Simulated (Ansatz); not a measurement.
The runs began from a structure in Materials Project; this end point is another cell, not compared with measured phases.

One stationary structure of Na2Te. Space group F-43m (No. 216). Method: r2SCAN (plane waves to 500 eV, PAW, scalar-relativistic; Ansatz, an electronic-structure program).

```cif
data_Na8Te4
_chemical_formula_sum 'Te4 Na8'
_space_group_name_H-M_alt 'F-43m'
_space_group_IT_number 216
_space_group_name_Hall 'F -4 2 3'
_cell_length_a 7.08375
_cell_length_b 7.08375
_cell_length_c 7.08375
_cell_angle_alpha 90.000
_cell_angle_beta 90.000
_cell_angle_gamma 90.000
loop_
_atom_site_label
_atom_site_type_symbol
_atom_site_symmetry_multiplicity
_atom_site_Wyckoff_symbol
_atom_site_fract_x
_atom_site_fract_y
_atom_site_fract_z
_atom_site_occupancy
Te1 Te 4 d 0.75000 0.75000 0.75000 1
Na1 Na 4 c 0.25000 0.25000 0.25000 1
Na2 Na 4 a 0.00000 0.00000 0.00000 1
```
(The calculation used a cell of 3 atoms; values per cell refer to that cell.)

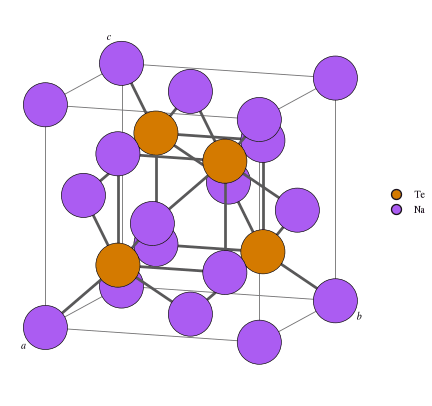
Figure: The conventional cell of the relaxed structure

| Property | Value |
|---|---|
| Volume per atom | 29.62 Å³ |
| Density | 3.24 g/cm³ |
| Band gap | 2.42 eV, direct at Γ (no spin-orbit coupling) |
| Shortest distances | Na–Na 3.07 Å; Na–Te 3.07 Å |
| k-mesh | 8×8×8 |

Band energies at high-symmetry points (eV from the VBM; labels of this space group; no spin-orbit coupling), from −5 eV up to 5.3 eV:

| point | energies |
|---|---|
| Γ | 0.00 0.00 0.00 2.42 |
| X | -1.90 -0.73 -0.73 2.89 4.53 |
| U | -1.65 -1.34 -0.58 3.63 |
| K | -1.65 -1.34 -0.58 3.63 |
| L | -2.18 -0.24 -0.24 3.91 |
| W | -1.48 -1.33 -0.95 4.19 |

No spin polarisation in the result. Spin-orbit coupling is missing; with elements this heavy it can move band edges by tenths of an eV or more.

The run could not lose the symmetry of its start.

All atoms sit on sites fixed by symmetry, so only the cell could relax.

It was reached from a disturbed copy of a Fm-3m (No. 225) cell (anti-fluorite type), against which it lies +0.186 eV/atom.
